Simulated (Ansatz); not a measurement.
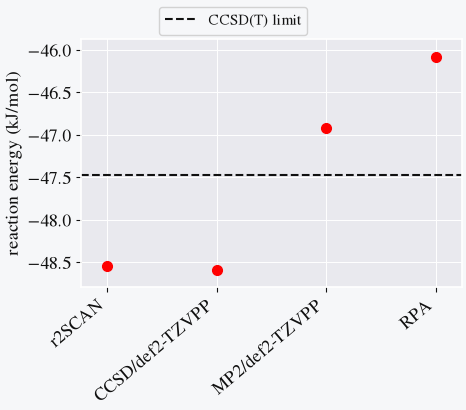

Electronic reaction energy of AlH₂S₂Br ([SH][Al]([SH])[Br]) + HCl (Cl) → AlHSBrCl ([SH][Al]([Cl])[Br]) + H₂S (S) (SMILES in brackets) at several levels (functionals in def2-TZVPP unless a basis is named), isolated molecules at PBE0-D4 triple-zeta geometries, minima by their frequencies, no zero-point or thermal terms, the Ansatz code 0.2.0. The line is frozen-core CCSD(T) at the basis limit (MP2 extrapolated from triple and quadruple zeta, plus CCSD(T) less MP2 in a smaller set). RPA holds a correlation term that converges slowly with the basis, so part of the distance to the limit is basis error. The distance of CCSD/def2-TZVPP and MP2/def2-TZVPP to the limit includes basis error.

> Which level comes closest to the line (CCSD(T) limit), and which misses most?

Closest MP2/def2-TZVPP (−46.9 kJ/mol), against −47.5 kJ/mol; farthest RPA (−46.1 kJ/mol).

> Give the values.

```tsv
level	kJ/mol	less CCSD(T) limit
r2SCAN	−48.5	−1.1
CCSD/def2-TZVPP	−48.6	−1.1
MP2/def2-TZVPP	−46.9	0.6
RPA	−46.1	1.4
CCSD(T) limit	−47.5	0.0
```

Note: no scalar relativity up to krypton; outer-core shells are correlated without core-valence functions, which makes the correlated values less sure.
